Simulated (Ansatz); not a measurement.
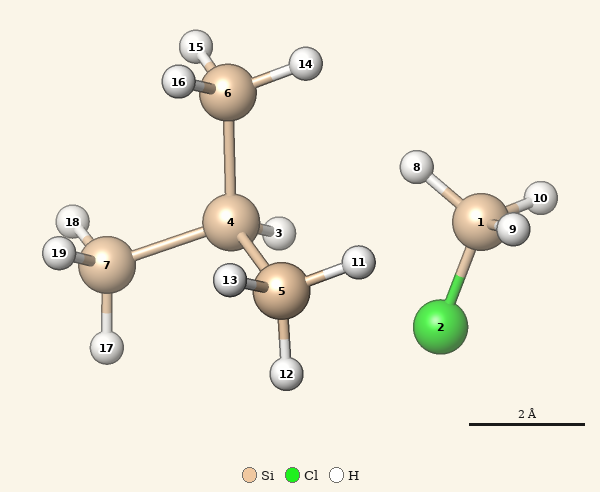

**Figure 1.** The starting structure (ball-and-stick view, seen at a tilt; atoms are numbered from 1 in the order of the input).

## Nudged elastic band of Si$_{5}$H$_{13}$Cl (part 1 of 2)

Si$_{5}$H$_{13}$Cl, computed with RKS PBE0-D4/def2-SVP (Ansatz 0.2.0).

Figures and captions count atoms from 1; the log counts them from 0 in places.

**The input**
```yaml
crystal:
  periodic: [false, false, false]
  atoms:
    - {symbol: Si, position_ang: [-0.820426, 2.891746, 1.904067]}
    - {symbol: Cl, position_ang: [-2.592335, 2.048757, 1.291139]}
    - {symbol: H, position_ang: [-0.827005, -0.747081, 1.163278]}
    - {symbol: Si, position_ang: [-0.038336, -0.923420, -0.089243]}
    - {symbol: Si, position_ang: [-0.584403, 0.735800, -1.642653]}
    - {symbol: Si, position_ang: [2.243002, -0.790562, 0.401439]}
    - {symbol: Si, position_ang: [-0.507480, -3.020278, -1.009418]}
    - {symbol: H, position_ang: [0.241393, 1.862848, 1.822497]}
    - {symbol: H, position_ang: [-0.508837, 4.032256, 1.013751]}
    - {symbol: H, position_ang: [-0.988175, 3.352031, 3.301279]}
    - {symbol: H, position_ang: [-0.217781, 2.087908, -1.139833]}
    - {symbol: H, position_ang: [-2.033096, 0.717415, -1.972478]}
    - {symbol: H, position_ang: [0.193009, 0.481835, -2.886697]}
    - {symbol: H, position_ang: [2.589871, 0.544521, 0.960510]}
    - {symbol: H, position_ang: [2.635973, -1.833677, 1.387035]}
    - {symbol: H, position_ang: [3.027695, -0.996704, -0.845899]}
    - {symbol: H, position_ang: [-1.951175, -3.137146, -1.349242]}
    - {symbol: H, position_ang: [-0.151285, -4.106153, -0.056474]}
    - {symbol: H, position_ang: [0.289391, -3.200097, -2.253059]}
basis:
  gaussian: {orbitals: def2-SVP}
hamiltonian: {xc: pbe0, dispersion: d4}
neb:
  images: 5
  climbing: true
  max_iterations: 40
  initial_path: idpp
  final_atoms:
    - {symbol: Si, position_ang: [-0.304539, 1.701139, 1.348064]}
    - {symbol: Cl, position_ang: [-3.486965, -0.407690, 2.530691]}
    - {symbol: H, position_ang: [-3.283190, -1.024743, 1.424185]}
    - {symbol: Si, position_ang: [0.380610, 0.097107, -0.208937]}
    - {symbol: Si, position_ang: [0.108510, 0.934692, -2.373023]}
    - {symbol: Si, position_ang: [2.634500, -0.414264, 0.136636]}
    - {symbol: Si, position_ang: [-0.847497, -1.878233, -0.020062]}
    - {symbol: H, position_ang: [0.604247, 2.875191, 1.240414]}
    - {symbol: H, position_ang: [-1.694067, 2.143421, 1.063600]}
    - {symbol: H, position_ang: [-0.226659, 1.156871, 2.728358]}
    - {symbol: H, position_ang: [0.887096, 2.191372, -2.538843]}
    - {symbol: H, position_ang: [-1.327337, 1.223629, -2.634982]}
    - {symbol: H, position_ang: [0.584968, -0.059171, -3.372571]}
    - {symbol: H, position_ang: [3.465845, 0.808530, -0.025767]}
    - {symbol: H, position_ang: [2.837012, -0.952820, 1.508477]}
    - {symbol: H, position_ang: [3.085522, -1.434498, -0.847979]}
    - {symbol: H, position_ang: [-2.300099, -1.612698, -0.253761]}
    - {symbol: H, position_ang: [-0.708053, -2.477708, 1.333577]}
    - {symbol: H, position_ang: [-0.409902, -2.870126, -1.038074]}
```

Launched with:
```bash
ansatz run in.yaml --threads 4 --pin off --events-out ev --progress --plain --max-ram 66560MiB --backend cuda --devices 0, --max-vram 37GiB
```

**Log**
```
Functional definition: PBE0
  name "PBE0"
  cite "Adamo & Barone, J. Chem. Phys. 110, 6158 (1999) doi:10.1063/1.478522"
  cite "Perdew, Burke & Ernzerhof, Phys. Rev. Lett. 77, 3865 (1996) doi:10.1103/PhysRevLett.77.3865"
  parent pbe
  parameter a = 0.25
  parameter kappa = 0.804
  parameter beta = 0.06672455060314922
  exchange = (1 - a)*pbe_x(kappa = kappa, mu = beta*pi^2/3) + a*exact_x
  correlation = pbe_c(beta = beta)
1772 factors; integrals over basis functions are off by at most 2.5e-4 eV
mean field evaluation 1: about -52085.2880 eV, gradient 1.2e1 eV
mean field evaluation 2: about -52085.7930 eV, gradient 4.7e0 eV
mean field evaluation 4: about -52085.8571 eV, gradient 3.4e-1 eV
mean field evaluation 8: about -52085.8548 eV, gradient 1.6e-2 eV
mean field -52085.85482217 eV, -1914.1198596544 hartree, gradient 3.3e-5 eV, S^2 0.000000; 0 other end points of the search recorded, 0 dependent functions left out
the calculation of the forces begins
reference -52085.85486267 eV, -1914.1198611428 hartree; 50, 50 occupied and 123, 123 virtual orbitals, 1772 factors
1773 factors; integrals over basis functions are off by at most 6.4e-4 eV
mean field evaluation 16: about -52084.4298 eV, gradient 6.8e0 eV
mean field -52085.23912651 eV, -1914.0972332561 hartree, gradient 2.5e-5 eV, S^2 0.000000; 0 other end points of the search recorded, 0 dependent functions left out
[... from here on the field's lines of each further geometry are left out, up to the last ...]
WARN: NEB end point (image 0): max|allowed force component| = 2.617e-1 eV/Å (the criterion of neb.relax_end_points is 1.000e-2). That is over neb.f_tol: it is no minimum, so the barrier can be far off. Relax it first
WARN: NEB end point (image 6): max|allowed force component| = 1.754e-1 eV/Å (the criterion of neb.relax_end_points is 1.000e-2). That is over neb.f_tol: it is no minimum, so the barrier can be far off. Relax it first
NEB iter   1: max|band force component| = 3.485e0 eV/Å  barrier→ = 6.0540 eV  barrier← = 5.4598 eV  Δτ_max = 0.2000 Å  (175 SCF iters)
NEB iter   2: max|band force component| = 3.681e0 eV/Å  barrier→ = 4.7410 eV  barrier← = 4.1468 eV  Δτ_max = 0.2000 Å  (141 SCF iters)
NEB iter   3: max|band force component| = 3.167e0 eV/Å  barrier→ = 3.8741 eV  barrier← = 3.2799 eV  Δτ_max = 0.2000 Å  (131 SCF iters)
NEB iter   4: max|band force component| = 1.169e1 eV/Å  barrier→ = 2.4221 eV  barrier← = 1.8279 eV  Δτ_max = 0.1012 Å  (134 SCF iters)
NEB iter   5: max|band force component| = 2.350e0 eV/Å  barrier→ = 2.1151 eV  barrier← = 1.5209 eV  Δτ_max = 0.2000 Å  (124 SCF iters)
NEB iter   6: max|band force component| = 8.949e-1 eV/Å  barrier→ = 1.6790 eV  barrier← = 1.0848 eV  CI = image 3  Δτ_max = 0.2000 Å  (126 SCF iters)
NEB iter   7: max|band force component| = 8.456e-1 eV/Å  barrier→ = 1.7053 eV  barrier← = 1.1110 eV  CI = image 3  Δτ_max = 0.2000 Å  (123 SCF iters)
NEB iter   8: max|band force component| = 1.052e0 eV/Å  barrier→ = 1.7647 eV  barrier← = 1.1705 eV  CI = image 3  Δτ_max = 0.1006 Å  (126 SCF iters)
NEB iter   9: max|band force component| = 9.827e-1 eV/Å  barrier→ = 1.8964 eV  barrier← = 1.3022 eV  CI = image 3  Δτ_max = 0.2000 Å  (115 SCF iters)
NEB iter  10: max|band force component| = 1.022e0 eV/Å  barrier→ = 2.0763 eV  barrier← = 1.4821 eV  CI = image 3  Δτ_max = 0.2000 Å  (120 SCF iters)
NEB iter  11: max|band force component| = 7.772e-1 eV/Å  barrier→ = 2.3999 eV  barrier← = 1.8056 eV  CI = image 3  Δτ_max = 0.2000 Å  (124 SCF iters)
NEB iter  12: max|band force component| = 8.506e-1 eV/Å  barrier→ = 2.4864 eV  barrier← = 1.8922 eV  CI = image 3  Δτ_max = 0.1001 Å  (122 SCF iters)
NEB iter  13: max|band force component| = 6.620e-1 eV/Å  barrier→ = 2.4315 eV  barrier← = 1.8373 eV  CI = image 3  Δτ_max = 0.1002 Å  (119 SCF iters)
NEB iter  14: max|band force component| = 4.194e-1 eV/Å  barrier→ = 2.3539 eV  barrier← = 1.7597 eV  CI = image 3  Δτ_max = 0.1997 Å  (117 SCF iters)
NEB iter  15: max|band force component| = 4.267e-1 eV/Å  barrier→ = 2.3067 eV  barrier← = 1.7125 eV  CI = image 3  Δτ_max = 0.1329 Å  (119 SCF iters)
NEB iter  16: max|band force component| = 1.711e-1 eV/Å  barrier→ = 2.2691 eV  barrier← = 1.6749 eV  CI = image 3  Δτ_max = 0.1766 Å  (116 SCF iters)
NEB iter  17: max|band force component| = 1.906e-1 eV/Å  barrier→ = 2.2437 eV  barrier← = 1.6495 eV  CI = image 3  Δτ_max = 0.0886 Å  (116 SCF iters)
NEB iter  18: max|band force component| = 2.059e-1 eV/Å  barrier→ = 2.2305 eV  barrier← = 1.6363 eV  CI = image 3  Δτ_max = 0.0444 Å  (112 SCF iters)
NEB iter  19: max|band force component| = 1.256e-1 eV/Å  barrier→ = 2.2258 eV  barrier← = 1.6316 eV  CI = image 3  Δτ_max = 0.0444 Å  (112 SCF iters)
NEB iter  20: max|band force component| = 1.135e-1 eV/Å  barrier→ = 2.2220 eV  barrier← = 1.6278 eV  CI = image 3  Δτ_max = 0.0221 Å  (112 SCF iters)
NEB iter  21: max|band force component| = 8.812e-2 eV/Å  barrier→ = 2.2204 eV  barrier← = 1.6262 eV  CI = image 3  Δτ_max = 0.0221 Å  (111 SCF iters)
NEB iter  22: max|band force component| = 5.616e-2 eV/Å  barrier→ = 2.2190 eV  barrier← = 1.6248 eV  CI = image 3  Δτ_max = 0.0443 Å  (111 SCF iters)
NEB iter  23: max|band force component| = 5.772e-2 eV/Å  barrier→ = 2.2167 eV  barrier← = 1.6225 eV  CI = image 3  Δτ_max = 0.0442 Å  (112 SCF iters)
NEB iter  24: max|band force component| = 8.577e-2 eV/Å  barrier→ = 2.2153 eV  barrier← = 1.6211 eV  CI = image 3  Δτ_max = 0.0442 Å  (112 SCF iters)
NEB iter  25: max|band force component| = 8.622e-2 eV/Å  barrier→ = 2.2146 eV  barrier← = 1.6204 eV  CI = image 3  Δτ_max = 0.0885 Å  (112 SCF iters)
NEB iter  26: max|band force component| = 1.115e-1 eV/Å  barrier→ = 2.2144 eV  barrier← = 1.6202 eV  CI = image 3  Δτ_max = 0.0886 Å  (112 SCF iters)
NEB iter  27: max|band force component| = 7.468e-2 eV/Å  barrier→ = 2.2141 eV  barrier← = 1.6199 eV  CI = image 3  Δτ_max = 0.1670 Å  (111 SCF iters)
the calculation of the forces begins
reference -52083.57667772 eV, -1914.0361393901 hartree; 50, 50 occupied and 123, 123 virtual orbitals, 1772 factors
these checks for a lower state are left out or cut short: stability, starts, cluster_reference, orbital_swaps, neighbouring_geometries, increment
1773 factors; integrals over basis functions are off by at most 8.0e-4 eV
mean field -52083.59025372 eV, -1914.0366382988 hartree, gradient 2.0e-6 eV, S^2 0.000000; 0 other end points of the search recorded, 0 dependent functions left out
the calculation of the forces begins
reference -52083.59029142 eV, -1914.0366396844 hartree; 50, 50 occupied and 123, 123 virtual orbitals, 1773 factors
NEB iter  28: max|band force component| = 4.801e-2 eV/Å  barrier→ = 2.2137 eV  barrier← = 1.6195 eV  CI = image 3  CI's point: of a kind that is not told: the force calls were inconclusive, a negative curvature could not be distinguished from the path's own, the only one lies far off the path, or fixed occupations may fill a level only in part  Δτ_max = 0.0000 Å  (998 SCF iters)
```

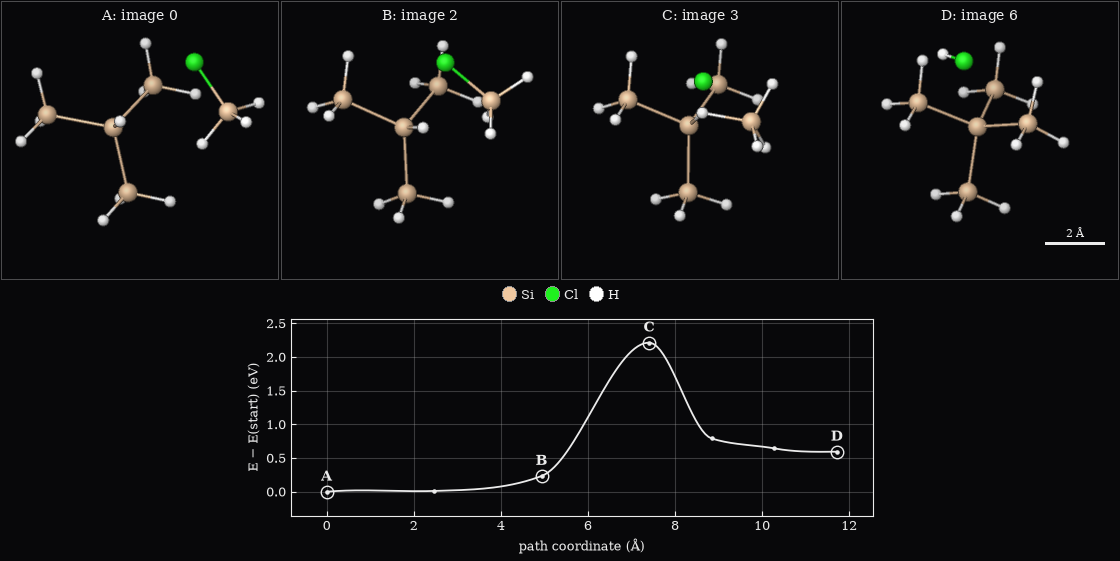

**Figure 2.** Images of the last band (counted from 0; ball-and-stick, seen at a tilt) above the energy along the path; the line is a cubic interpolation that uses the forces. The highest image is number 3, 2.214 eV above the start and 1.620 eV above the end (the climbing image); the end lies 0.594 eV above the start. The path is 11.72 Å long. The band converged in 28 iterations. The end points carry forces over 0.1 eV/Å, so they aren't fully relaxed minima and the barriers are approximate.

```
Total energy: -52084.15044408 eV, -1914.0572249147 hartree
Atom 0 at    -0.668411     1.502895     1.560709 Å, force    -0.007567    -0.001551     0.004280 eV/Å
Atom 1 at    -2.668365    -0.168565     1.722199 Å, force     0.010022     0.005656     0.000482 eV/Å
Atom 2 at    -0.979288    -0.067595     1.008003 Å, force    -0.007518    -0.007314    -0.001735 eV/Å
Atom 3 at     0.186872    -0.259226    -0.199997 Å, force    -0.003200     0.002022    -0.004242 eV/Å
Atom 4 at    -0.147209     1.236071    -1.974221 Å, force     0.000677    -0.002493     0.000721 eV/Å
Atom 5 at     2.408119    -0.531145     0.489102 Å, force    -0.001269    -0.000401     0.003376 eV/Å
Atom 6 at    -0.980303    -2.270647    -0.572148 Å, force     0.003897     0.003392    -0.010387 eV/Å
Atom 7 at     0.685606     2.057921     1.167857 Å, force     0.001331     0.000769    -0.000833 eV/Å
Atom 8 at    -1.646992     2.430854     0.944272 Å, force     0.000476     0.001877     0.000560 eV/Å
Atom 9 at    -0.575725     1.327588     3.030070 Å, force     0.002408    -0.000505     0.000501 eV/Å
Atom 10 at     0.533354     2.535447    -1.697407 Å, force     0.000562    -0.000139     0.000267 eV/Å
Atom 11 at    -1.615298     1.443973    -2.143773 Å, force     0.000190     0.000997    -0.001878 eV/Å
Atom 12 at     0.425009     0.619797    -3.209506 Å, force     0.000856    -0.000751    -0.000308 eV/Å
Atom 13 at     3.101137     0.789455     0.536714 Å, force    -0.000140     0.000253    -0.001590 eV/Å
Atom 14 at     2.431766    -1.170697     1.838355 Å, force    -0.000069     0.002214     0.001285 eV/Å
Atom 15 at     3.089030    -1.423538    -0.497378 Å, force    -0.000183    -0.001568     0.001449 eV/Å
Atom 16 at    -2.326053    -1.959692    -1.127813 Å, force    -0.000271    -0.000563     0.004298 eV/Å
Atom 17 at    -1.061248    -3.037885     0.701368 Å, force     0.002082    -0.003906     0.003924 eV/Å
Atom 18 at    -0.192000    -3.055013    -1.576408 Å, force    -0.002283     0.002012    -0.000170 eV/Å
Dipole moment:     0.743742     0.139154    -0.402847 e Å
```
